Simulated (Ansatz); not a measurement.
# Cl2F2H4OSi: a dynamics run in two tries

Aim: a short trajectory for this system.

Program: Ansatz 0.2.0. Level of theory: UKS BHLYP-D4/STO-3G. These are calculated values, not measurements.

## Step 1: The starting structure

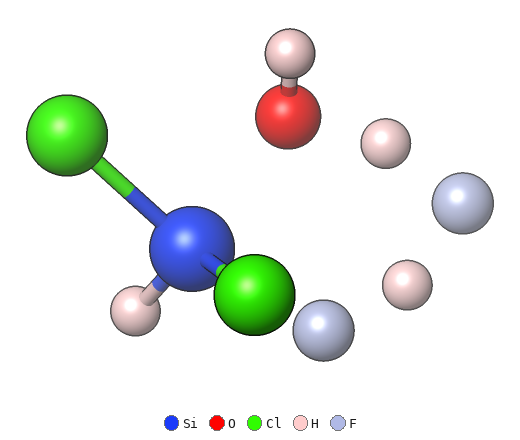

Start, viewed from a chosen angle; silicon blue, oxygen red, chlorine green, hydrogen pink, fluorine light blue.

Coordinates:

```xyz
10

Si   -0.7591    0.5998   -0.7269
O    -0.3954   -0.8912    0.6518
Cl    0.1977    0.1429   -2.4242
Cl   -2.6348   -0.1851   -1.0513
H    -1.1030    1.8531   -0.1127
H     1.6859    0.4710    0.7430
F     1.0208    1.1457    0.0110
H     0.7702   -0.8880    1.1588
F     1.8759   -0.4965    1.4207
H    -0.6582   -1.7516    0.3298
```

## Step 2: The run

Input file input.yaml:

```yaml
crystal:
  periodic: [false, false, false]
  atoms:
    - { symbol: Si, position_ang: [-0.7591, 0.5998, -0.7269] }
    - { symbol: O, position_ang: [-0.3954, -0.8912, 0.6518] }
    - { symbol: Cl, position_ang: [0.1977, 0.1429, -2.4242] }
    - { symbol: Cl, position_ang: [-2.6348, -0.1851, -1.0513] }
    - { symbol: H, position_ang: [-1.103, 1.8531, -0.1127] }
    - { symbol: H, position_ang: [1.6859, 0.471, 0.743] }
    - { symbol: F, position_ang: [1.0208, 1.1457, 0.011] }
    - { symbol: H, position_ang: [0.7702, -0.888, 1.1588] }
    - { symbol: F, position_ang: [1.8759, -0.4965, 1.4207] }
    - { symbol: H, position_ang: [-0.6582, -1.7516, 0.3298] }
magnetization:
  spin_polarized: true
basis:
  gaussian: { orbitals: STO-3G }
hamiltonian:
  xc: { name: BHLYP }
  dispersion: d4
md:
  timestep: 1000.0
  n_steps: 25
  ensemble: nve
  temperature: 1000.0
  initial_velocities: maxwell_boltzmann
  seed: 55115
```

Started as:

```sh
> ansatz run input.yaml --threads 1 --pin off --max-ram 2048MiB --backend cpu --events-out ev --progress --plain --runs-dir out
```

The log of the run:

```text
Warning: RAYON_NUM_THREADS=1 ignored (pool sized by the plan → 1); use --threads N
Engine: ansatz 0.2.0, aarch64-unknown-linux-gnu
Functional definition: BHLYP
  parameter a = 0.5
  exchange = (1 - a)*b88_x + a*exact_x
  correlation = lyp_c
622 factors; integrals over basis functions are off by at most 1.1e-5 eV
mean field evaluation 1: about -39992.9684 eV, gradient 2.2e1 eV
mean field evaluation 2: about -39995.9814 eV, gradient 1.3e1 eV
mean field evaluation 4: about -39997.1031 eV, gradient 5.1e-1 eV
mean field evaluation 8: about -39997.1837 eV, gradient 8.5e-3 eV
mean field -39997.18366356 eV, -1469.8693885710 hartree, gradient 1.1e-5 eV, S^2 0.000000; 0 other end points of the search recorded, 0 dependent functions left out
[... 2 lines left out ...]
md step     0: t =     0.00 fs  T =  1000.0 K  F+E_penalty+E_count = -39997.50875764 eV  E_kin = 1.034080 eV  conserved = -39996.47467765 eV  (24 SCF iters)
[... 7 lines left out ...]
[...]
Error: SIGTERM received: run cancelled behind 152 evaluations of the mean field
```

Wall time 90 s (1 thread of Arm Neoverse V2, shared host).

## Step 3: What went wrong

The job was cancelled at its limit on wall time, after 152 evaluations of the mean field. It gives no final result.

The time step is longer than any vibration's period allows, so each step throws atoms far past their turning points.

Remedy: go back to a step of a twentieth of the shortest period or less.

## Step 4: Second try

input.yaml: that of step 2 with these lines changed.

```diff
@@ -21,4 +21,4 @@
 md:
-  timestep: 1000.0
-  n_steps: 25
+  timestep: 0.5
+  n_steps: 150
   ensemble: nve
```

Started as:

```sh
> ansatz run input.yaml --threads 1 --pin off --max-ram 2048MiB --backend cpu --events-out ev --progress --plain --runs-dir out
```

Besides the cure, the cap on steps is lifted. The first and last lines of the walk in its log:

```text
md step     0: t =     0.00 fs  T =  1000.0 K  F+E_penalty+E_count = -39997.50875764 eV  E_kin = 1.034080 eV  conserved = -39996.47467765 eV  (24 SCF iters)
md step     1: t =     0.50 fs  T =  1024.5 K  F+E_penalty+E_count = -39997.53415304 eV  E_kin = 1.059379 eV  conserved = -39996.47477416 eV  (27 SCF iters, 3 dispersion substeps)
md step     2: t =     1.00 fs  T =  1067.6 K  F+E_penalty+E_count = -39997.58007451 eV  E_kin = 1.103941 eV  conserved = -39996.47613368 eV  (28 SCF iters, 3 dispersion substeps)
[...]
md step   148: t =    74.00 fs  T =  1929.3 K  F+E_penalty+E_count = -39998.47045355 eV  E_kin = 1.995091 eV  conserved = -39996.47536289 eV  (26 SCF iters, 3 dispersion substeps)
md step   149: t =    74.50 fs  T =  1902.9 K  F+E_penalty+E_count = -39998.44267871 eV  E_kin = 1.967745 eV  conserved = -39996.47493363 eV  (23 SCF iters, 3 dispersion substeps)
md step   150: t =    75.00 fs  T =  1899.3 K  F+E_penalty+E_count = -39998.43984067 eV  E_kin = 1.964025 eV  conserved = -39996.47581562 eV  (23 SCF iters, 3 dispersion substeps)
```

It took 9.5 min on 1 thread of Arm Neoverse V2, shared host; peak memory 0.18 GiB.

With the input mended the run goes through: 150 steps, ending at 1899 K.

## Step 5: Summary of results

| quantity | value |
| --- | --- |
| first try | timeout |
| cause | the time step is longer than any vibration's period allows, so each step throws atoms far past their turning points |

**Reading.** The program did not catch the first fault at the input check, so it cost a run.
